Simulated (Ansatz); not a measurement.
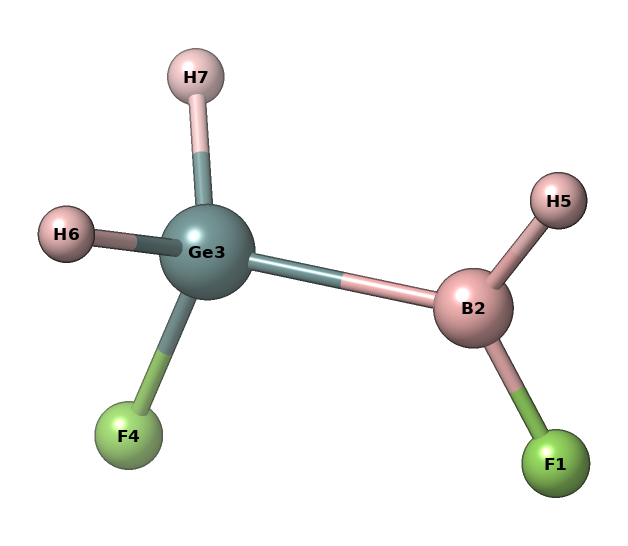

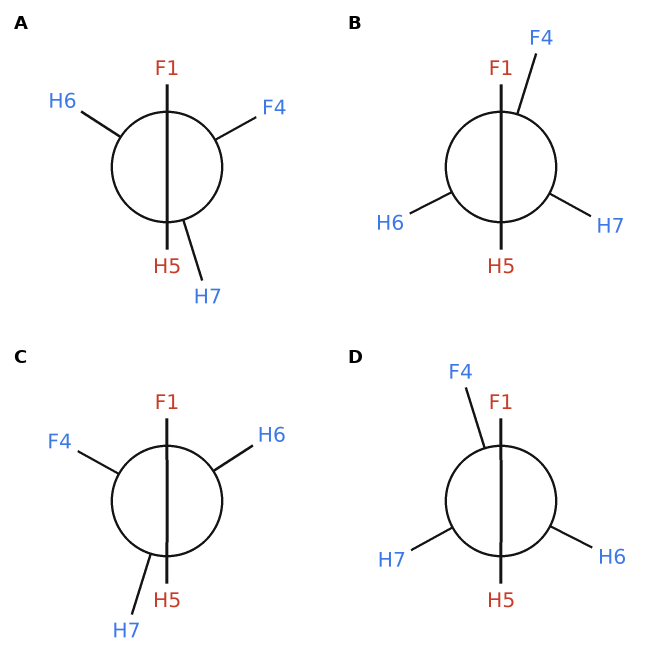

Atoms fade into the background with distance from the viewer. Bonds that would overlap in a projection are set slightly apart. The geometry was computed by an optimisation with PBE-D4/def2-SVP. No frequency run is at hand to confirm it as a minimum.

**Which Newman projection shows the view along B2–Ge3, with B2 in front?**

D. The torsion angle F1–B2–Ge3–F4 is −1°, synperiplanar (eclipsed).
